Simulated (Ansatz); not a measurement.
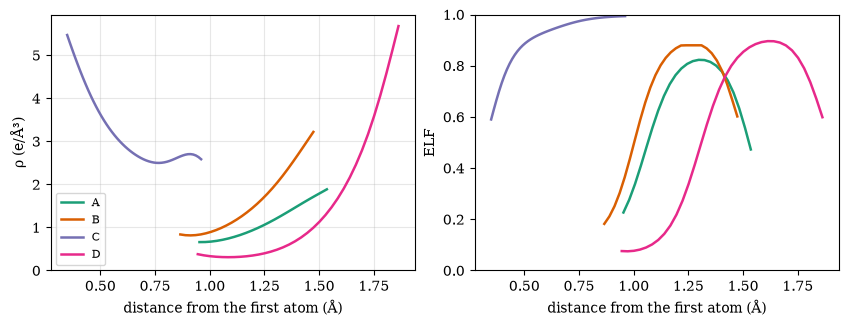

The picture shows: ClH$_{4}$NOZn. Electron density and electron localisation function along straight lines between neighbouring atoms. The curves leave out the atomic cores.

The product side of a reaction path; geometry: PBE0-D4/def2-TZVP; a saddle point, not a minimum.

The calculation used RKS PBE0-D4/def2-TZVPP in Ansatz 0.2.0.

The calculation's input:

```
crystal:
  periodic: [false, false, false]
  atoms:
    - {symbol: Zn, position_ang: [-0.893103, -0.364932, -0.366115]}
    - {symbol: O, position_ang: [1.291657, -0.780022, -0.368558]}
    - {symbol: Cl, position_ang: [-1.889956, -1.525568, -1.829811]}
    - {symbol: H, position_ang: [1.348475, 0.059966, 0.128465]}
    - {symbol: N, position_ang: [-0.376007, 0.912436, 0.899436]}
    - {symbol: H, position_ang: [1.875679, -0.737983, -1.129677]}
    - {symbol: H, position_ang: [-0.831995, 1.811670, 0.806464]}
    - {symbol: H, position_ang: [-0.524750, 0.624434, 1.859896]}
basis:
  gaussian: {orbitals: def2-TZVPP}
hamiltonian: {xc: pbe0, dispersion: d4}
output: {orbitals: {seedname: orbitals}}
```

Launched as:

```sh
ansatz run in.yaml --threads 8 --pin off --events-out ev --progress --plain --max-ram 19148MiB
```

### Which curve belongs to which contact (O–H, Zn–Cl, Zn–N and Zn–O)? The first atom named is at distance zero.

Curve A: Zn–Cl (2.12 Å): the density is about 0.71 e/Å³ at the midpoint; the ELF peaks at about 0.80 in the valence shell of Cl, 0.8 Å from its nucleus, and is about 0.50 at the midpoint. Curve B: Zn–N (1.87 Å): ρ at the midpoint is about 0.82 e/Å³; the ELF peaks at about 0.90 in the valence shell of N, 0.6 Å from its nucleus, and is about 0.30 at the midpoint. Curve C: O–H (0.96 Å): ρ is about 3.8 e/Å³ halfway; the ELF climbs to about 1 towards the hydrogen, as it does in any bond to H: an ordinary covalent bond to hydrogen. Curve D: Zn–O (2.22 Å): the density is about 0.31 e/Å³ at the midpoint; the ELF peaks at about 0.90 in the valence shell of O, 0.6 Å from its nucleus, and is about 0.10 at the midpoint.
